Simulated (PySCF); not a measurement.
# C2H5BO (SMILES BOC=C) at 4 levels

Aim: a comparison of 4 runs (MP2/STO-3G, MP2/def2-SVP, MP2/def2-TZVP, MP2/def2-TZVPP) of C2H5BO. Input form: a Python script.

Program for the calculation: PySCF 2.14.0.

### 1 The molecule

C2H5BO has 9 atoms, charge 0, and is taken as a singlet. As SMILES, `BOC=C`. The coordinates come from a PBE0-D4/def2-TZVP relaxation. This is one conformer, not always the lowest.

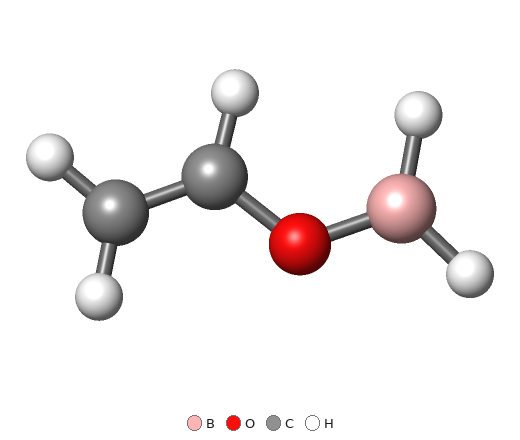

Viewed from a chosen angle; boron pink, oxygen red, carbon grey, hydrogen white.

### 2 The energy at MP2/STO-3G (run 1)

calc.py reads:

```python
from pyscf import gto, mp

system = gto.M(
    atom=[
    ('B', (-0.224500, 1.789200, -0.267000)),
    ('O', (0.096200, 0.521900, -0.603800)),
    ('C', (0.011700, -0.509900, 0.286900)),
    ('C', (0.329600, -1.745100, -0.055400)),
    ('H', (-0.114900, 2.614700, -1.121900)),
    ('H', (-0.597500, 2.033600, 0.847700)),
    ('H', (-0.332700, -0.228700, 1.279200)),
    ('H', (0.251800, -2.540000, 0.672900)),
    ('H', (0.668900, -1.981800, -1.055800)),
],
    spin=0,
    max_memory=1860,
    basis='sto-3g',
    charge=0,
    verbose=4,
)

hf = system.RHF()
hf.conv_tol = 1e-10
hf.kernel()
if not hf.converged:
    hf = hf.newton().run(hf.mo_coeff, hf.mo_occ)

pt = mp.MP2(hf, frozen=4).run()
energy = pt.e_tot
print('Final energy', energy)
```

Run with:

```console
$ OMP_NUM_THREADS=1 python calc.py
```

Output:

```text
PySCF version 2.14.0

[... 63 lines left out ...]
converged SCF energy = -175.927276712549
[... 1 line left out ...]
******** <class 'pyscf.mp.mp2.RMP2'> ********
nocc = 11, nmo = 21
frozen orbitals 4
E(RMP2) = -176.126939761033  E_corr = -0.199663048484575
E(SCS-RMP2) = -176.139124202385  E_corr = -0.211847489836519
E_corr(same-spin) = -0.0320171173211204
E_corr(oppo-spin) = -0.167645931163454
Final energy -176.12693976103324
```

Run time: 0.64 s. Hardware: 1 thread of Intel Xeon Platinum 8488C (Sapphire Rapids), shared host; peak memory 0.12 GiB.

### 3 The energy at MP2/def2-SVP (run 2)

mol.xyz reads:

```xyz
9

B     -0.224500     1.789200    -0.267000
O      0.096200     0.521900    -0.603800
C      0.011700    -0.509900     0.286900
C      0.329600    -1.745100    -0.055400
H     -0.114900     2.614700    -1.121900
H     -0.597500     2.033600     0.847700
H     -0.332700    -0.228700     1.279200
H      0.251800    -2.540000     0.672900
H      0.668900    -1.981800    -1.055800
```

run.py reads:

```python
from pyscf import gto, mp

system = gto.M(
    atom='mol.xyz',
    max_memory=1860,
    basis='def2-svp',
    verbose=3,
)

calc0 = system.RHF()
calc0.conv_tol = 1e-10
calc0.kernel()
if not calc0.converged:
    calc0 = calc0.newton().run(calc0.mo_coeff, calc0.mo_occ)

pt = mp.MP2(calc0, frozen=4).run()
e_tot = pt.e_tot
print('E(%s) = %.9f' % ('MP2', e_tot))
```

Run with:

```console
$ OMP_NUM_THREADS=1 python run.py
```

Output:

```text
converged SCF energy = -178.062506961394
E(RMP2) = -178.594605452712  E_corr = -0.53209849131823
E(SCS-RMP2) = -178.592313043264  E_corr = -0.52980608187018
E(MP2) = -178.594605453
```

Wall time 1.3 s (1 thread of Intel Xeon Platinum 8488C (Sapphire Rapids), shared host); peak memory 0.18 GiB.

Run 3 isn't shown in full; the table further down has it.

### 4 A single-point energy at MP2/def2-TZVPP (run 4)

input.py reads:

```python
# BOC=C
from pyscf import gto, mp

mol = gto.M(
    atom='''
B     -0.224500     1.789200    -0.267000
O      0.096200     0.521900    -0.603800
C      0.011700    -0.509900     0.286900
C      0.329600    -1.745100    -0.055400
H     -0.114900     2.614700    -1.121900
H     -0.597500     2.033600     0.847700
H     -0.332700    -0.228700     1.279200
H      0.251800    -2.540000     0.672900
H      0.668900    -1.981800    -1.055800
''',
    verbose=3,
    max_memory=1860,
    spin=0,
    basis='def2-tzvpp',
)

myscf = mol.RHF()
myscf.conv_tol = 1e-10
myscf.kernel()
if not myscf.converged:
    myscf = myscf.newton().run(myscf.mo_coeff, myscf.mo_occ)

pt = mp.MP2(myscf, frozen=4).run()
etot = pt.e_tot
print(f'total energy: {etot:.8f} hartree')
```

Run with:

```console
$ OMP_NUM_THREADS=1 python input.py
```

Output:

```text
converged SCF energy = -178.270001344266
E(RMP2) = -178.927687605555  E_corr = -0.657686261288948
E(SCS-RMP2) = -178.928539332501  E_corr = -0.658537988234707
total energy: -178.92768761 hartree
```

Wall time 38 s (1 thread of Intel Xeon Platinum 8488C (Sapphire Rapids), shared host); peak memory 2.7 GiB.

### 5 The series

```tsv
run	level	energy (Eh)	dipole moment (D) of the reference	HOMO energy (eV)	LUMO energy (eV)	wall time
1	MP2/STO-3G	-176.126940	1.16	-8.20	7.28	0.64 s
2	MP2/def2-SVP	-178.594605	1.23	-9.93	3.07	1.3 s
3	MP2/def2-TZVP	-178.913330	1.07	-9.89	2.48	7.8 s
4	MP2/def2-TZVPP	-178.927688	1.07	-9.89	2.47	38 s
```

Convergence of the HOMO energy (Hartree–Fock orbitals) of singlet C2H5BO with the basis set, against the last point:

```tsv
basis set	from the last (eV)	wall time
STO-3G	+1.6932	0.64 s
def2-SVP	-0.0377	1.3 s
def2-TZVP	-0.0011	7.8 s
def2-TZVPP	+0.0000	38 s
```

Convergence of the total energy of singlet C2H5BO with the basis set, against the last point:

```tsv
basis set	from the last (mEh)	wall time
STO-3G	+2800.748	0.64 s
def2-SVP	+333.082	1.3 s
def2-TZVP	+14.358	7.8 s
def2-TZVPP	+0.000	38 s
```

### 6 What came out

| quantity | value |
| --- | --- |
| run 4: total energy | -178.92769 Eh |
| run 4: dipole moment (Hartree–Fock density) | 1.07 D |
| run 4: HOMO energy (Hartree–Fock orbitals) | -9.89 eV |
| run 4: LUMO energy (Hartree–Fock orbitals) | 2.47 eV |
| run 4: HOMO–LUMO gap (Hartree–Fock orbitals) | 12.37 eV |
| run 4: correlation energy (4 core orbitals frozen) | -657.7 mEh |

**Reading.** For the HOMO energy (Hartree–Fock orbitals) of singlet C2H5BO to stay within 0.1 eV of the last point, def2-SVP is the first point of the series from which all later ones do (1.3 s against 38 s). In run 1 the basis is minimal, so the values are rough. All runs together took 47 s, the longest 38 s.
